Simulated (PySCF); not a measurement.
```yaml
atoms:
  - { symbol: C, position_ang: [3.3311, -0.4095, -0.0938] }
  - { symbol: C, position_ang: [2.1246, -0.1853, -0.9912] }
  - { symbol: O, position_ang: [0.9868, -0.7383, -0.4080] }
  - { symbol: Si, position_ang: [-0.5627, -0.5350, -0.8879] }
  - { symbol: Si, position_ang: [-1.2014, 1.7228, -0.5528] }
  - { symbol: Si, position_ang: [-2.1137, 1.1115, 1.5436] }
  - { symbol: Si, position_ang: [-1.7105, -1.1729, 1.0452] }
  - { symbol: O, position_ang: [-3.0953, -1.9938, 0.7088] }
  - { symbol: H, position_ang: [3.1697, 0.0669, 0.8701] }
  - { symbol: H, position_ang: [3.4806, -1.4741, 0.0677] }
  - { symbol: H, position_ang: [4.2210, 0.0100, -0.5551] }
  - { symbol: H, position_ang: [2.2916, -0.6482, -1.9723] }
  - { symbol: H, position_ang: [1.9658, 0.8899, -1.1518] }
  - { symbol: H, position_ang: [-0.6860, -1.0922, -2.2587] }
  - { symbol: H, position_ang: [-0.1537, 2.7599, -0.5468] }
  - { symbol: H, position_ang: [-2.1675, 2.2828, -1.5142] }
  - { symbol: H, position_ang: [-1.4017, 1.6624, 2.7079] }
  - { symbol: H, position_ang: [-3.5035, 1.5302, 1.8075] }
  - { symbol: H, position_ang: [-1.2078, -2.1148, 2.0485] }
  - { symbol: H, position_ang: [-3.7726, -1.6617, 0.1303] }
```

Geometry: GFN2-xTB.

Computed with PBE0/pcSseg-1, SCF density, gas phase, non-relativistic (PySCF).

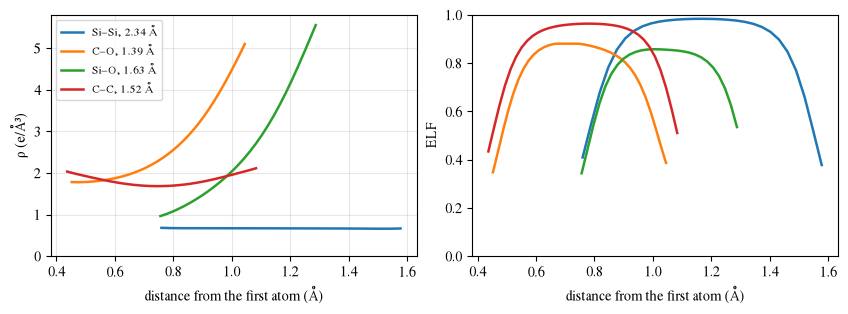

C₂H₁₂O₂Si₄. Total electron density and ELF along straight lines between neighbouring atoms. The curves leave out the atomic cores.

### Compare the contacts.

Si–Si (2.34 Å): ρ at the midpoint is about 0.67 e/Å³; the ELF peaks at about 1 between the atoms (localised, covalent bonding).
C–O (1.39 Å): ρ at the midpoint is about 2.1 e/Å³, with its minimum of 1.8 e/Å³ about 0.5 Å from C; the ELF peaks at about 0.90 between the atoms; a shared but strongly polarised pair.
Si–O (1.63 Å): ρ is about 1.1 e/Å³ halfway; the ELF peaks at about 0.85 between the atoms: a polar covalent bond.
C–C (1.52 Å): ρ at the midpoint is about 1.7 e/Å³; the ELF peaks at about 0.95 between the atoms; a shared electron pair.
